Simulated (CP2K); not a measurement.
Aminoallene has these distinct C atoms: C1 (bonded to C and 2 H), C2 (bonded to 2 C) and C3 (bonded to C, N and H).

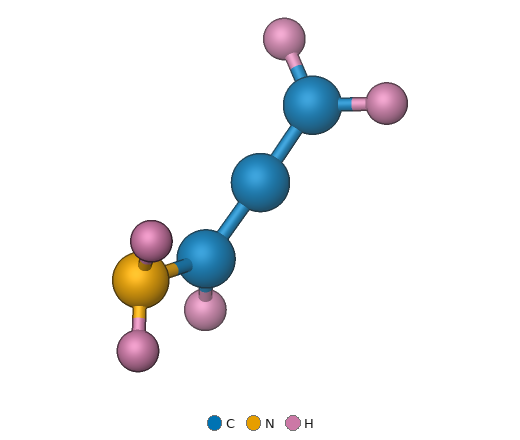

The molecule (carbon blue, nitrogen orange, hydrogen pink).

```xyz
9

C     1.8927   -0.0452   -0.0065
C     0.5996   -0.2600   -0.0505
C    -0.6990   -0.4710   -0.1339
N    -1.7096    0.5178   -0.1267
H     2.4712    0.1967   -0.9043
H     2.4528   -0.0987    0.9327
H    -1.0679   -1.4863   -0.2992
H    -2.5498    0.2260    0.3697
H    -1.3900    1.4207    0.2186
```

Their partial C K spectra (CP2K XAS_TDP, all-electron GAPW, PBEh(45%), aug-cc-pVDZ, TDA, GW2X-corrected core level, no relativity) are given in random order, each times the number of alike atoms.

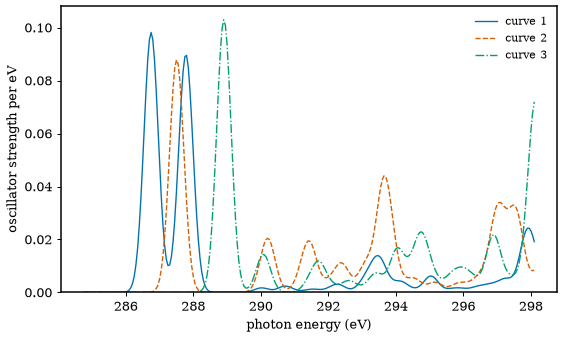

Gaussian full width 0.5 eV, oscillator strength per eV, alike atoms added, rows of zeros left out.

**Question.** Which curve belongs to which atom?

Curve 1: C2 (bonded to 2 C), leading line at 286.75 eV (f = 0.052 an atom), ionisation energy 291.68 eV, term value 4.93 eV. Curve 2: C1 (bonded to C and 2 H), leading line at 287.51 eV (f = 0.047 an atom), ionisation energy 292.14 eV, term value 4.63 eV. Curve 3: C3 (bonded to C, N and H), leading line at 288.91 eV (f = 0.055 an atom), ionisation energy 293.04 eV, term value 4.13 eV. The leading line of an atom is its first one with 35 % of the strongest within 2.5 eV of its lowest line over the strength cut. A line lies at the core ionisation energy, which rises as an atom loses charge to its neighbours or to a π system, less the term value, which is large for a low π* or σ* orbital with weight on that atom.

[Banner, clock and machine lines of the logs are left out without a mark of their own.]

[Logs are printed without paths, hosts, clocks, repeated set-up lines and the standing remarks that a program may print on its own settings, such as how far it seeks lower states.]

[Hosts, paths, dates, database ids (printed as entryN), source tags and the programs' standing remarks are cut or masked in the printed files.]
